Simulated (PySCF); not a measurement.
# WC (charge −1, doublet): what the fields show

```
atom   x (Å)   y (Å)    z (Å)
   W  0.0000  0.0000  -0.1050
   C  0.0000  0.0000   1.6100
```

Core potentials replace the inner electrons of W.

Computed with PBE0/def2-TZVPPD, non-relativistic Hamiltonian with scalar-relativistic core potentials where named, at a bond length of 1.715 Å (PySCF 2.14.0).

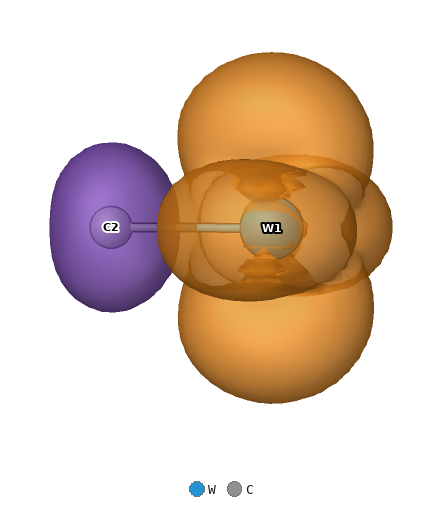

Figure 1. Isosurfaces of the spin density (α minus β) at +0.02 (orange) and −0.02 e/Å³ (purple), seen from one side.

### Describe the spin distribution.

The unpaired spin (1 electron) lies mostly on W1 (about 1.1), in electrons by Hirshfeld's partition, with opposite, polarisation-induced spin on C2.

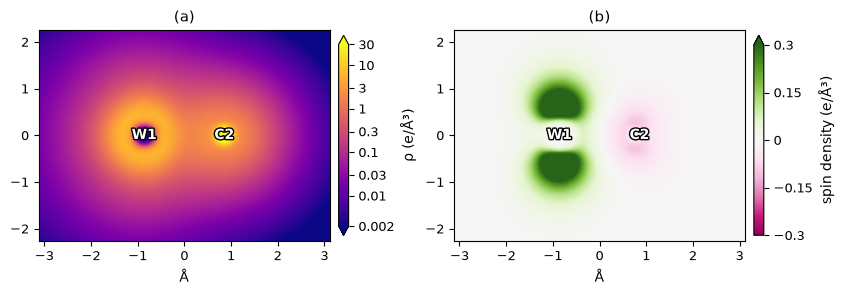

Figure 2. (a) electron density; (b) spin density on a plane that holds the molecular axis.

### What does the map show?

Atoms in the plane: W and C. C–W (1.71 Å): ρ at the midpoint is about 2.1 e/Å³, with its minimum of 1.9 e/Å³ about 0.7 Å from C.

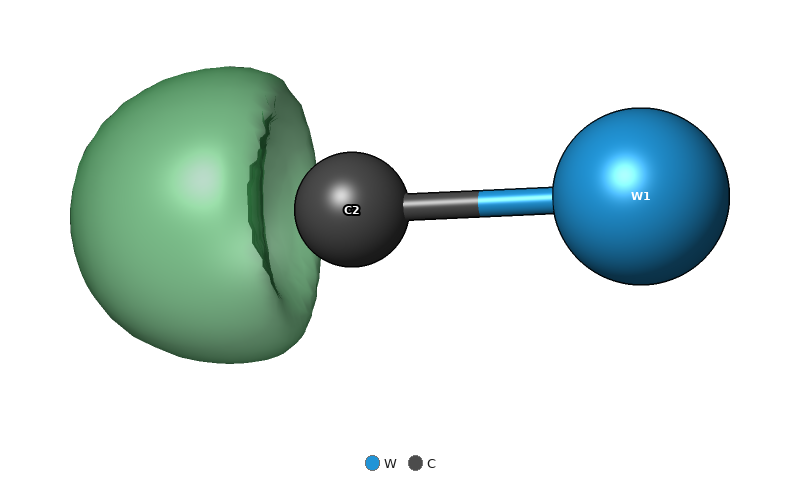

Figure 3. Isosurface of the ELF at 0.85 (green), seen from one side. Core shells and regions of very low density are left out.

### Describe the localisation domains.

The surface consists of one lobe on C, pointing away from the bonds (non-bonding electrons). Profiles from the grid: C–W (1.71 Å): the ELF peaks at about 0.75 in the valence shell of C, 0.5 Å from its nucleus, and is about 0.55 at the midpoint.
